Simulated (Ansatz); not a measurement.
Consider MgB2 (space group P6/mmm, No. 191; a = 3.069 Å, c = 3.512 Å; relaxed with 0.1 eV smearing). Axes: x lies along a and z along c of the hexagonal cell.

Structures relaxed with plane-wave PAW DFT at the r2SCAN level (Ansatz, a quantum-chemistry and plane-wave program, 500 eV), no SOC.

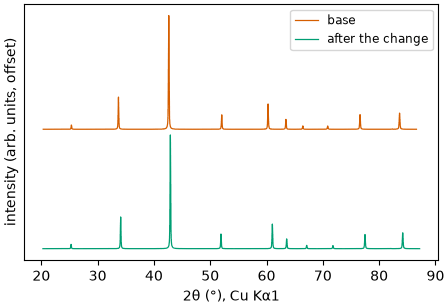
Figure: Simulated powder patterns before (top) and after one change

Question: Which of these changes matches the shifts?
A) uniaxial stress, 5 GPa compression along z
B) biaxial strain +4.84 %, plane normal [001], relaxed out of plane
C) biaxial strain +4.22 %, plane normal [001], relaxed out of plane
D) biaxial strain −1.13 %, plane normal [001], relaxed out of plane

Answer: D, biaxial strain −1.13 %, plane normal [001], relaxed out of plane. Its volume per atom is 9.35 Å³ against 9.55 Å³, and its space group is P6/mmm (No. 191).

Stability under load was not tested beyond the relaxation. The final runs are not spin-polarised.
